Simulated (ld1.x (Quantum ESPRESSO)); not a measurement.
# Pseudopotential generation for Ga: TM, PBEsol

Do these settings give a usable potential? It is generated, then checked for transferability, scattering, ghosts and hardness.

Program: ld1.x (Quantum ESPRESSO) 7.5. Reference atom: PBEsol, scalar-relativistic, spherical and spin-unpolarised. All values are calculated.

## Step 1: The atom and the settings

Typed settings, in words:

```json
{"element": "gallium (Ga, Z = 31)", "type": "norm-conserving Troullier–Martins (Kleinman–Bylander form)", "frozen core": "[Ar] 3d10", "valence charge": "3", "reference configuration": "4s1 4p0 (charge +2)", "partial waves": "4s (bound): rc 1.40 bohr; 4p (bound, empty): rc 2.00 bohr", "local potential": "the p channel", "core correction": "not asked for"}
```

An earlier all-electron run gives the scale for the radii.

All-electron outer shells of the reference configuration (PBEsol, scalar-relativistic, ld1.x):

```json
{"shell": "4s", "level (eV)": "-26.03", "outermost node (bohr)": "0.80", "outermost maximum (bohr)": "1.78"}
{"shell": "4p", "level (eV)": "-17.65", "outermost node (bohr)": "0.86", "outermost maximum (bohr)": "2.12"}
{"shell": "4d", "level (eV)": "-8.16", "outermost node (bohr)": "1.12", "outermost maximum (bohr)": "3.50"}
{"shell": "4f", "level (eV)": "-3.85", "outermost node (bohr)": "–", "outermost maximum (bohr)": "6.22"}
```

## Step 2: Generation

Contents of Ga.in:

```
 &input
   title='Ga', zed=31., rel=1, dft='PBESOL', iswitch=3,
   config='[Ar] 3d10 4s1 4p0',
   nld=2, rlderiv=2.20, eminld=-4.0, emaxld=5.0, deld=0.02
 /
 &inputp
   pseudotype=2, tm=.true., lloc=1,
   nlcc=.false.,
   file_pseudopw='Ga.UPF', file_wfcaegen='ae.wfc', file_wfcncgen='nc.wfc', file_beta='beta', file_chi='chi'
 /
2
4S  1  0   1.00   0.00  1.40  1.40  0.0
4P  2  1   0.00   0.00  2.00  2.00  0.0
 &test
   configts(1)='4s1 4p0'
 /
```

Started as:

```console
$ ld1.x < Ga.in > Ga.out
```

What the program wrote to Ga.out (without the banner and most projector matrices):

```text
     Program LD1 v.7.5
     --------------------------- All-electron run ----------------------------

     Ga
     scalar relativistic calculation

     atomic number is 31.00
     dft =PBESOL   lsd =0 sic =0 latt =0  beta=0.20 tr2=1.0E-14
     Exchange-correlation= PBESOL
                           (   1   4  10   8   0   0   0)
     mesh =1205 r(mesh) = 101.09016 a.u. xmin = -7.00 dx = 0.01250
     1 Ry =  13.60569312 eV, c = 137.03599908

     n l     nl                  e(Ry)          e(Ha)          e(eV)
     1 0     1S 1( 2.00)      -752.7520      -376.3760    -10241.7130
     2 0     2S 1( 2.00)       -94.1844       -47.0922     -1281.4441
     2 1     2P 1( 6.00)       -82.2079       -41.1040     -1118.4958
     3 0     3S 1( 2.00)       -12.3576        -6.1788      -168.1337
     3 1     3P 1( 6.00)        -8.7494        -4.3747      -119.0423
     3 2     3D 1(10.00)        -2.8949        -1.4474       -39.3869
     4 0     4S 1( 1.00)        -1.9133        -0.9566       -26.0317
     4 1     4P 1( 0.00)        -1.2974        -0.6487       -17.6518

     final scf error:  9.5E-15 reached in  32 iterations

     Etot =   -3882.949002 Ry,   -1941.474501 Ha,  -52830.212540 eV

     Ekin =    3948.660095 Ry,    1974.330048 Ha,   53724.257504 eV
     Encl =   -9318.110718 Ry,   -4659.055359 Ha, -126779.354921 eV
     Eh   =    1633.509839 Ry,     816.754920 Ha,   22225.033589 eV
     Exc  =    -147.008219 Ry,     -73.504109 Ha,   -2000.148711 eV

     normalization and overlap integrals

     s(1S/1S) =  1.000000  <r> =   0.0486  <r2> =    0.0032  r(max) =   0.0319
     s(2S/2S) =  1.000000  <r> =   0.2180  <r2> =    0.0560  r(max) =   0.1833
     s(2P/2P) =  1.000000  <r> =   0.1908  <r2> =    0.0446  r(max) =   0.1464
     s(3S/3S) =  1.000000  <r> =   0.6525  <r2> =    0.4917  r(max) =   0.5647
     s(3P/3P) =  1.000000  <r> =   0.6795  <r2> =    0.5447  r(max) =   0.5647
     s(3D/3D) =  1.000000  <r> =   0.7980  <r2> =    0.8242  r(max) =   0.5305
     s(4S/4S) =  1.000000  <r> =   2.0699  <r2> =    4.8793  r(max) =   1.7834
     s(4P/4P) =  1.000000  <r> =   2.5071  <r2> =    7.2030  r(max) =   2.1244

     ------------------------ End of All-electron run ------------------------

     --------------------- Generating NC pseudopotential ---------------------

      Generating local pot.: lloc=1, matching radius rcloc =   2.0000

      Wfc   4S  rcut= 1.406  Using Troullier-Martins method

     ------------------- End of pseudopotential generation -------------------

     [... the all-electron block is printed once more ...]


     Computing logarithmic derivative in   2.19193
     Message from routine run_pseudo:
     Warning: convergence not achieved
     Computing logarithmic derivative in   2.19193
     Computing the partial wave expansion
     R is outside the sphere for l=    0 j= 0.00
       no projector for channel:   1

     ---------------------- Testing the pseudopotential ----------------------

     Ga
     scalar relativistic calculation

     atomic number is 31.00   valence charge is  3.00
     dft =PBESOL   lsd =0 sic =0 latt =0  beta=0.20 tr2=1.0E-14
     mesh =1205 r(mesh) = 101.09016 xmin = -7.00 dx = 0.01250

     n l     nl             e AE (Ry)        e PS (Ry)    De AE-PS (Ry)
     1 0     4S   1( 1.00)       -1.91329       -1.91329       -0.00000
     2 1     4P   1( 0.00)       -1.29739       -1.29739        0.00000

     eps = 9.8E-13  iter =201

     Etot =   -3882.949002 Ry,   -1941.474501 Ha,  -52830.212540 eV
     Etotps =    -2.236765 Ry,      -1.118382 Ha,     -30.432737 eV

     Ekin =       0.611704 Ry,       0.305852 Ha,       8.322651 eV
     Encl =      -2.886146 Ry,      -1.443073 Ha,     -39.268015 eV
     Ehrt =       0.434094 Ry,       0.217047 Ha,       5.906154 eV
     Ecxc =      -0.382486 Ry,      -0.191243 Ha,      -5.203980 eV
     Epseu=      -0.013931 Ry,      -0.006966 Ha,      -0.189546 eV

     ---------------------- End of pseudopotential test ----------------------
```

Wall time 2.6 s (1 thread of Neoverse-V2, shared host). (Generation and the later configuration tests together.)

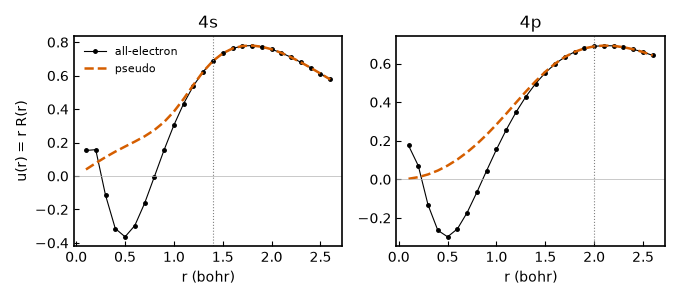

All-electron and pseudo partial waves (4s, 4p), with the matching radii dotted. The curves join 26 sampled radii, too few to resolve the innermost nodes.

## Step 3: Testing the new file in other configurations

Contents of Ga.test.in:

```
 &input
   title='Ga', zed=31., rel=1, dft='PBESOL', iswitch=2,
   config='[Ar] 3d10 4s1 4p0'
 /
 &test
   file_pseudo='Ga.UPF', nconf=8,
   configts(1)='4s1 4p0',
   configts(2)='4s2 4p1',
   configts(3)='4s2 4p0',
   configts(4)='4s2 4p0.5',
   configts(5)='4s1 4p2',
   configts(6)='4s2 4p1.3',
   configts(7)='4s0 4p3',
   configts(8)='4s1 4p1'
 /
```

Started as:

```console
$ ld1.x < Ga.test.in > Ga.test.out
```

Ga.test.out, the pseudopotential blocks, each with the warnings that came before it:

```text
     Warning: convergence not achieved
     ---------------------- Testing the pseudopotential ----------------------

     Ga
     scalar relativistic calculation

     atomic number is 31.00   valence charge is  3.00
     dft =PBESOL   lsd =0 sic =0 latt =0  beta=0.20 tr2=1.0E-14
     mesh =1205 r(mesh) = 101.09016 xmin = -7.00 dx = 0.01250

     n l     nl             e AE (Ry)        e PS (Ry)    De AE-PS (Ry)
     1 0     4S   1( 1.00)       -1.91329       -1.91329       -0.00000
     2 1     4P   1( 0.00)       -1.29739       -1.29739        0.00000

     eps = 2.1E-12  iter =201

     Etot =   -3882.949002 Ry,   -1941.474501 Ha,  -52830.212540 eV
     Etotps =    -2.236765 Ry,      -1.118382 Ha,     -30.432737 eV

     Ekin =       0.611704 Ry,       0.305852 Ha,       8.322651 eV
     Encl =      -2.886146 Ry,      -1.443073 Ha,     -39.268015 eV
     Ehrt =       0.434094 Ry,       0.217047 Ha,       5.906154 eV
     Ecxc =      -0.382486 Ry,      -0.191243 Ha,      -5.203980 eV
     Epseu=      -0.013931 Ry,      -0.006966 Ha,      -0.189546 eV

     ---------------------- End of pseudopotential test ----------------------

     Warning: convergence not achieved
     ---------------------- Testing the pseudopotential ----------------------

     Ga
     scalar relativistic calculation

     atomic number is 31.00   valence charge is  3.00
     dft =PBESOL   lsd =0 sic =0 latt =0  beta=0.20 tr2=1.0E-14
     mesh =1205 r(mesh) = 101.09016 xmin = -7.00 dx = 0.01250

     n l     nl             e AE (Ry)        e PS (Ry)    De AE-PS (Ry)
     1 0     4S   1( 2.00)       -0.65871       -0.66195        0.00324
     2 1     4P   1( 1.00)       -0.18894       -0.19178        0.00284

     eps = 2.8E-12  iter =201

     Etot =   -3884.919876 Ry,   -1942.459938 Ha,  -52857.027641 eV
     Etotps =    -4.217043 Ry,      -2.108521 Ha,     -57.375790 eV
     dEtot_ae =      -1.970874 Ry
     dEtot_ps =      -1.980278 Ry,   Delta E=       0.009404 Ry

     Ekin =       1.438638 Ry,       0.719319 Ha,      19.573673 eV
     Encl =      -7.467072 Ry,      -3.733536 Ha,    -101.594691 eV
     Ehrt =       3.071634 Ry,       1.535817 Ha,      41.791712 eV
     Ecxc =      -1.245754 Ry,      -0.622877 Ha,     -16.949345 eV
     Epseu=      -0.014489 Ry,      -0.007245 Ha,      -0.197138 eV

     ---------------------- End of pseudopotential test ----------------------

     Warning: convergence not achieved
     ---------------------- Testing the pseudopotential ----------------------

     Ga
     scalar relativistic calculation

     atomic number is 31.00   valence charge is  3.00
     dft =PBESOL   lsd =0 sic =0 latt =0  beta=0.20 tr2=1.0E-14
     mesh =1205 r(mesh) = 101.09016 xmin = -7.00 dx = 0.01250

     n l     nl             e AE (Ry)        e PS (Ry)    De AE-PS (Ry)
     1 0     4S   1( 2.00)       -1.20258       -1.20897        0.00639  !
     2 1     4P   1( 0.00)       -0.66527       -0.66916        0.00390

     eps = 6.2E-13  iter =201

     Etot =   -3884.502444 Ry,   -1942.251222 Ha,  -52851.348190 eV
     Etotps =    -3.795994 Ry,      -1.897997 Ha,     -51.647133 eV
     dEtot_ae =      -1.553442 Ry
     dEtot_ps =      -1.559229 Ry,   Delta E=       0.005788 Ry

     Ekin =       1.041133 Ry,       0.520566 Ha,      14.165331 eV
     Encl =      -5.574117 Ry,      -2.787058 Ha,     -75.839719 eV
     Ehrt =       1.637333 Ry,       0.818666 Ha,      22.277045 eV
     Ecxc =      -0.881617 Ry,      -0.440808 Ha,     -11.995010 eV
     Epseu=      -0.018726 Ry,      -0.009363 Ha,      -0.254780 eV

     ---------------------- End of pseudopotential test ----------------------

     Warning: convergence not achieved
     ---------------------- Testing the pseudopotential ----------------------

     Ga
     scalar relativistic calculation

     atomic number is 31.00   valence charge is  3.00
     dft =PBESOL   lsd =0 sic =0 latt =0  beta=0.20 tr2=1.0E-14
     mesh =1205 r(mesh) = 101.09016 xmin = -7.00 dx = 0.01250

     n l     nl             e AE (Ry)        e PS (Ry)    De AE-PS (Ry)
     1 0     4S   1( 2.00)       -0.91545       -0.92027        0.00482
     2 1     4P   1( 0.50)       -0.41271       -0.41636        0.00365

     eps = 2.8E-12  iter =201

     Etot =   -3884.770904 Ry,   -1942.385452 Ha,  -52855.000767 eV
     Etotps =    -4.066414 Ry,      -2.033207 Ha,     -55.326375 eV
     dEtot_ae =      -1.821901 Ry
     dEtot_ps =      -1.829649 Ry,   Delta E=       0.007748 Ry

     Ekin =       1.280181 Ry,       0.640091 Ha,      17.417755 eV
     Encl =      -6.591152 Ry,      -3.295576 Ha,     -89.677188 eV
     Ehrt =       2.335590 Ry,       1.167795 Ha,      31.777317 eV
     Ecxc =      -1.074844 Ry,      -0.537422 Ha,     -14.624003 eV
     Epseu=      -0.016188 Ry,      -0.008094 Ha,      -0.220256 eV

     ---------------------- End of pseudopotential test ----------------------

     Warning: convergence not achieved
     ---------------------- Testing the pseudopotential ----------------------

     Ga
     scalar relativistic calculation

     atomic number is 31.00   valence charge is  3.00
     dft =PBESOL   lsd =0 sic =0 latt =0  beta=0.20 tr2=1.0E-14
     mesh =1205 r(mesh) = 101.09016 xmin = -7.00 dx = 0.01250

     n l     nl             e AE (Ry)        e PS (Ry)    De AE-PS (Ry)
     1 0     4S   1( 1.00)       -0.73917       -0.74181        0.00264
     2 1     4P   1( 2.00)       -0.24653       -0.25006        0.00353

     eps = 5.8E-13  iter =201

     Etot =   -3884.438386 Ry,   -1942.219193 Ha,  -52850.476640 eV
     Etotps =    -3.735593 Ry,      -1.867796 Ha,     -50.825331 eV
     dEtot_ae =      -1.489384 Ry
     dEtot_ps =      -1.498828 Ry,   Delta E=       0.009444 Ry

     Ekin =       1.648938 Ry,       0.824469 Ha,      22.434941 eV
     Encl =      -7.057823 Ry,      -3.528911 Ha,     -96.026573 eV
     Ehrt =       2.838035 Ry,       1.419017 Ha,      38.613427 eV
     Ecxc =      -1.156563 Ry,      -0.578281 Ha,     -15.735835 eV
     Epseu=      -0.008180 Ry,      -0.004090 Ha,      -0.111291 eV

     ---------------------- End of pseudopotential test ----------------------

     Warning: convergence not achieved
     ---------------------- Testing the pseudopotential ----------------------

     Ga
     scalar relativistic calculation

     atomic number is 31.00   valence charge is  3.00
     dft =PBESOL   lsd =0 sic =0 latt =0  beta=0.20 tr2=1.0E-14
     mesh =1205 r(mesh) = 101.09016 xmin = -7.00 dx = 0.01250

     n l     nl             e AE (Ry)        e PS (Ry)    De AE-PS (Ry)
     1 0     4S   1( 2.00)       -0.52589       -0.52807        0.00218
     2 1     4P   1( 1.30)       -0.07414       -0.07620        0.00207

     eps = 2.1E-12  iter =201

     Etot =   -3884.958884 Ry,   -1942.479442 Ha,  -52857.558377 eV
     Etotps =    -4.256800 Ry,      -2.128400 Ha,     -57.916713 eV
     dEtot_ae =      -2.009882 Ry
     dEtot_ps =      -2.020035 Ry,   Delta E=       0.010153 Ry

     Ekin =       1.493333 Ry,       0.746666 Ha,      20.317830 eV
     Encl =      -7.904055 Ry,      -3.952028 Ha,    -107.540148 eV
     Ehrt =       3.498067 Ry,       1.749033 Ha,      47.593624 eV
     Ecxc =      -1.330286 Ry,      -0.665143 Ha,     -18.099460 eV
     Epseu=      -0.013859 Ry,      -0.006929 Ha,      -0.188559 eV

     ---------------------- End of pseudopotential test ----------------------

     ---------------------- Testing the pseudopotential ----------------------

     Ga
     scalar relativistic calculation

     atomic number is 31.00   valence charge is  3.00
     dft =PBESOL   lsd =0 sic =0 latt =0  beta=0.20 tr2=1.0E-14
     mesh =1205 r(mesh) = 101.09016 xmin = -7.00 dx = 0.01250

     n l     nl             e AE (Ry)        e PS (Ry)    De AE-PS (Ry)
     1 0     4S   1( 0.00)       -0.80807       -0.80670       -0.00137
     2 1     4P   1( 3.00)       -0.29572       -0.29899        0.00327

     eps = 2.2E-15  iter = 11

     Etot =   -3883.935722 Ry,   -1941.967861 Ha,  -52843.637543 eV
     Etotps =    -3.235708 Ry,      -1.617854 Ha,     -44.024053 eV
     dEtot_ae =      -0.986720 Ry
     dEtot_ps =      -0.998943 Ry,   Delta E=       0.012224 Ry

     Ekin =       1.891490 Ry,       0.945745 Ha,      25.735029 eV
     Encl =      -6.694900 Ry,      -3.347450 Ha,     -91.088760 eV
     Ehrt =       2.665137 Ry,       1.332568 Ha,      36.261030 eV
     Ecxc =      -1.097434 Ry,      -0.548717 Ha,     -14.931352 eV

     ---------------------- End of pseudopotential test ----------------------

     Warning: convergence not achieved
     ---------------------- Testing the pseudopotential ----------------------

     Ga
     scalar relativistic calculation

     atomic number is 31.00   valence charge is  3.00
     dft =PBESOL   lsd =0 sic =0 latt =0  beta=0.20 tr2=1.0E-14
     mesh =1205 r(mesh) = 101.09016 xmin = -7.00 dx = 0.01250

     n l     nl             e AE (Ry)        e PS (Ry)    De AE-PS (Ry)
     1 0     4S   1( 1.00)       -1.28250       -1.28734        0.00484
     2 1     4P   1( 1.00)       -0.73138       -0.73701        0.00563  !

     eps = 4.1E-12  iter =201

     Etot =   -3883.958198 Ry,   -1941.979099 Ha,  -52843.943342 eV
     Etotps =    -3.250678 Ry,      -1.625339 Ha,     -44.227727 eV
     dEtot_ae =      -1.009195 Ry
     dEtot_ps =      -1.013913 Ry,   Delta E=       0.004718 Ry

     Ekin =       1.279103 Ry,       0.639552 Ha,      17.403088 eV
     Encl =      -5.190328 Ry,      -2.595164 Ha,     -70.618015 eV
     Ehrt =       1.458409 Ry,       0.729204 Ha,      19.842662 eV
     Ecxc =      -0.787685 Ry,      -0.393842 Ha,     -10.716994 eV
     Epseu=      -0.010177 Ry,      -0.005089 Ha,      -0.138467 eV

     ---------------------- End of pseudopotential test ----------------------
```

The tests as a table, with energies relative to 4s1 4p0. A star marks tests that logged a warning.

```tsv
valence configuration	charge	ΔE all-electron (eV)	error AE − PS (meV)
4s2 4p1 *	0	-26.815	+128
4s2 4p0 *	+1	-21.136	+79
4s2 4p0.5 *	+0.5	-24.788	+105
4s1 4p2 *	0	-20.264	+128
4s2 4p1.3 *	-0.3	-27.346	+138
4s0 4p3	0	-13.425	+166
4s1 4p1 *	+1	-13.731	+64
```

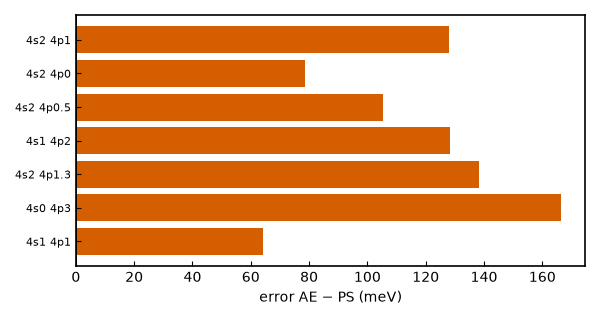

Error of the potential in each test configuration.

## Step 4: Does it scatter like the atom?

Taken from the files of the generation run. The phase is arctan(r·u′/u) with u = r·R, unwrapped, with energies in Ry. A pole is an energy at which the radial function vanishes at the test radius. The pseudo phase is shifted by a multiple of π to meet the all-electron one at the reference energy. Levels narrower than the energy grid can be missing from the poles. The last column is the largest difference on the grid between −1 and +1 Ry.

```tsv
channel	radius (bohr)	reference (Ry)	poles AE	poles PS	window around the reference with phases within 0.05 rad (Ry)	largest difference near zero (rad)
s	2.19	-1.91	0.23	0.44	below 2.0	0.026
p	2.19	-1.30	1.59	1.45	below 3.5	0.009
```

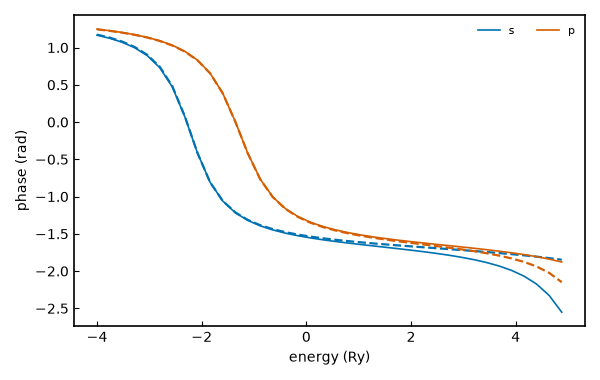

All-electron (solid) and pseudo (dashed) phases against energy.

## Step 5: Cutoff and ghost test in a Bessel basis

This step uses the generator's waves and projectors in a separate script. Basis: spherical Bessel functions vanishing at 20 bohr, q² up to the cutoff; potential fixed at the reference.

All-electron valence levels (Ry): 4s -1.9133, 4p -1.2974. The lowest levels of each channel (Ry) by cutoff; the last column sums, over occupied levels, occupation times the distance from the level at 400 Ry. A positive value at high cutoff is not a bound level.

| cutoff (Ry) | s #1 | s #2 | p #1 | d #1 | f #1 | Σ f·Δε (mRy) |
| --- | --- | --- | --- | --- | --- | --- |
| 8 | -6.0739 | -1.7825 | -1.2882 | -0.6346 | -0.2820 | 130.8 |
| 15 | -6.8587 | -1.8240 | -1.2962 | -0.6350 | -0.2820 | 89.3 |
| 25 | -13.9437 | -1.8808 | -1.2972 | -0.6354 | -0.2820 | 32.5 |
| 35 | -28.8605 | -1.9075 | -1.2973 | -0.6355 | -0.2820 | 5.8 |
| 45 | -32.4711 | -1.9098 | -1.2974 | -0.6355 | -0.2820 | 3.5 |
| 60 | -34.5558 | -1.9111 | -1.2974 | -0.6355 | -0.2820 | 2.2 |
| 70 | -37.4861 | -1.9124 | -1.2974 | -0.6355 | -0.2820 | 0.9 |
| 90 | -39.0048 | -1.9129 | -1.2974 | -0.6355 | -0.2820 | 0.4 |
| 400 | -40.3868 | -1.9133 | -1.2974 | -0.6355 | -0.2820 | 0.0 |

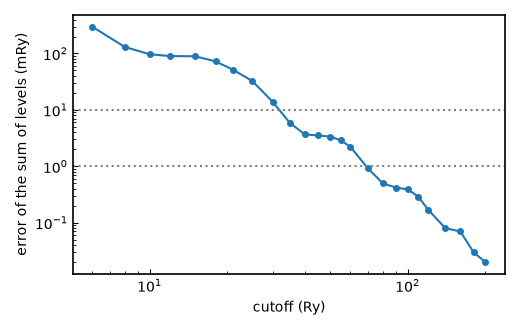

Occupation-weighted error of the valence levels against the cutoff; the dotted lines mark 10 and 1 mRy.

The sum stays within 10 mRy from 35 Ry and within 1 mRy from 70 Ry. The sum leaves out empty levels, which can need more. Ghost test: ghost state, bound below the all-electron valence or empty levels of the same l: s at -549.5 eV.

## Step 6: Outcome

| quantity | value |
| --- | --- |
| cutoffs for 10 and 1 mRy, occupied levels | 35 Ry and 70 Ry |
| bound ghosts | s at -549.49 eV |
| largest test error (AE − PS) | +166 meV, for 4s0 4p3 |
| largest phase difference near zero energy, channels read | 0.026 rad |

What this shows: It has a bound ghost (s), a state that the atom doesn't have, and that rules the file out. By total energies transferability is poor: the largest error is 166 meV on 13.4 eV, for 4s0 4p3. It counts as soft on the atom at that tolerance, with 35 Ry needed at the looser tolerance. Near zero energy the phases of the channels with partial waves agree within 0.026 rad. All of this concerns the isolated atom, not yet a solid.
